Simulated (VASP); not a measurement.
Band structure of AlN (space group P6_3/mmc). Method: LDA (Ceperley-Alder, Perdew-Zunger), VASP's LDA PAW potentials (set 64) (plane waves; VASP).

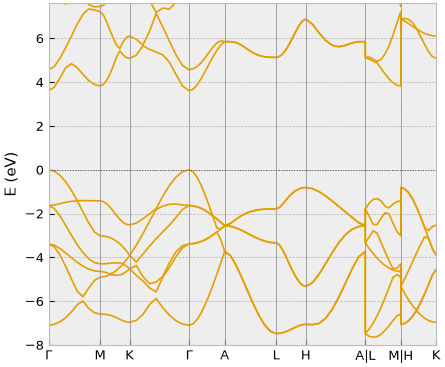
Fig. 1. Bands along high-symmetry lines, zero at the valence-band maximum or, without a gap, the Fermi level

Read the plot: is there a gap, and where are the band edges?

The gap is direct, 3.61 eV, from the valence maximum at Γ to the conduction minimum at Γ. (Edges off the drawn lines would not show.)

The structure comes from a computed database's AlN entry (P6_3/mmc); how it stands against other phases isn't given here. It was relaxed first.
